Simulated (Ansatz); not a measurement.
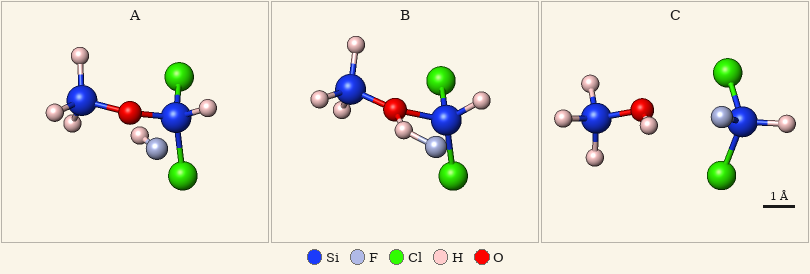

3 geometries from a converged minimum-energy path of Si2H5OCl2F, shuffled. Style: ball-and-stick. Shown face on.

Theory: RKS B3LYP/cc-pVDZ in Ansatz 0.2.0. Settings: 7 movable images; climbing image; force threshold 0.05 eV/Å; iteration limit 60; starting path through a guess of the saddle point.

### Which frame is the transition state?

B. In order along the path, whose images run from 0 to 8: C (image 2, +1.2 kcal/mol), B (image 6, +20.0 kcal/mol), A (image 8, +4.2 kcal/mol). Breaking: H–O (0.97 → 1.77 Å), F–Si (1.65 → 3.13 Å). Forming: F–H (2.00 → 0.94 Å), O–Si (3.72 → 1.68 Å).

The run took 13 min on 4 threads of Arm Neoverse N1 (shared host), peak memory 0.39 GiB.
